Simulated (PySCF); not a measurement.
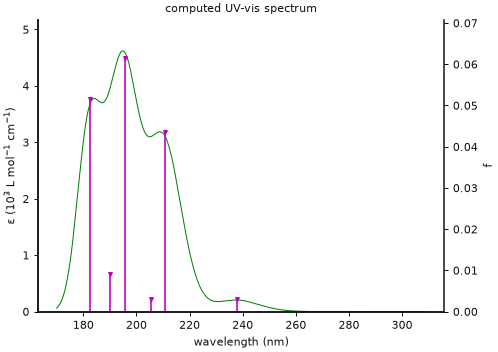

Vertical TDDFT excitations, PBE0/def2-SVPD with PySCF, at a GFN2-xTB geometry (no frequency check), gas phase. Only the first 6 singlet excitations are included; each is broadened by a Gaussian of 1/e half-width 0.25 eV. Sticks give oscillator strengths (right axis).

> Which molecule gives this spectrum?
A. C₈H₉N, SMILES [H]/N=C/[C@@H]1[C@H]2CC[C@@]12C#C
B. C₇H₁₁P, SMILES C=C/C(C)=P/C1CC1
C. C₅H₁₀O₃, SMILES COCC1OCCO1

A. Its lowest singlet lies at 5.21 eV (f = 0.003) and the brightest of those computed is S4 at 6.34 eV (196 nm), f = 0.062, mainly HOMO−2 → LUMO (63 %).

Known limits of this run: the tight-binding geometry is rougher than a DFT one and adds to the error; one conformer of a flexible molecule; core orbitals are frozen in the response.
